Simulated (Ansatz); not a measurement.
```json
{"atom": "Ge", "x (Å)": "0.5978", "y (Å)": "-1.1915", "z (Å)": "-1.3389"}
{"atom": "Ge", "x (Å)": "0.2820", "y (Å)": "1.0183", "z (Å)": "1.3973"}
{"atom": "O", "x (Å)": "-1.4694", "y (Å)": "1.3297", "z (Å)": "1.5001"}
{"atom": "O", "x (Å)": "0.2239", "y (Å)": "-0.2193", "z (Å)": "0.1033"}
{"atom": "H", "x (Å)": "0.4307", "y (Å)": "-2.6199", "z (Å)": "-0.6065"}
{"atom": "H", "x (Å)": "-1.9837", "y (Å)": "0.7870", "z (Å)": "0.8869"}
```

Geometry: PBE0-D3(BJ)/def2-SVP.

All numbers below come from isolated molecule in a Gaussian basis; Kohn-Sham density functional theory, functional PBE0 (Ansatz 0.2.0).

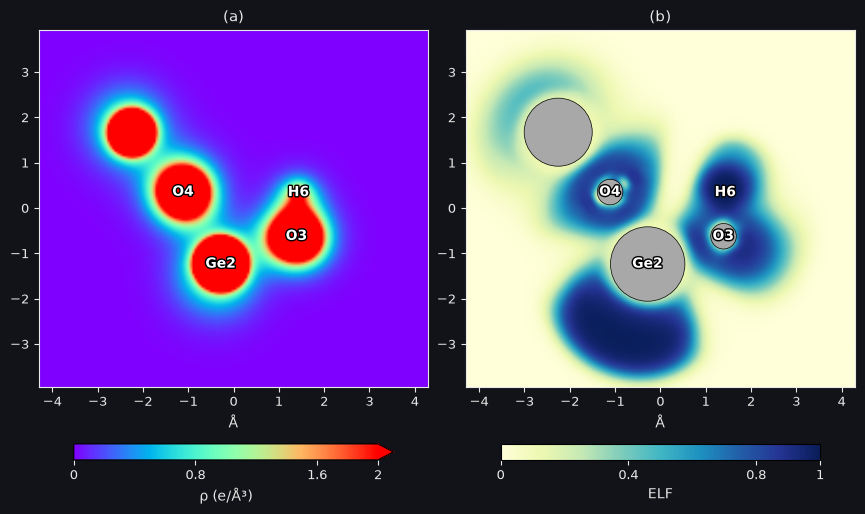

Ge2H2O2 (SMILES [H]/[O+]=[Ge-]\[O+]=[Ge-]\[H]). (a) total electron density; (b) electron localisation function on the plane of atoms O3, Ge2 and O4. Grey discs cover the atomic cores in the ELF map.

**Describe what can be read from this map.**

- Atoms in the plane: Ge, O and H.
- Ge–O (1.78 Å): the density is about 0.98 e/Å³ at the midpoint; the ELF peaks at about 0.85 in the valence shell of O, 0.6 Å from its nucleus, and is about 0.30 at the midpoint.
- O–H (0.97 Å): ρ is about 3.7 e/Å³ halfway; the ELF climbs to about 1 towards the hydrogen, as it does in any bond to H: an ordinary covalent bond to hydrogen.
- The ELF also peaks beside O3 and O4, away from the bonds: lone-pair regions.
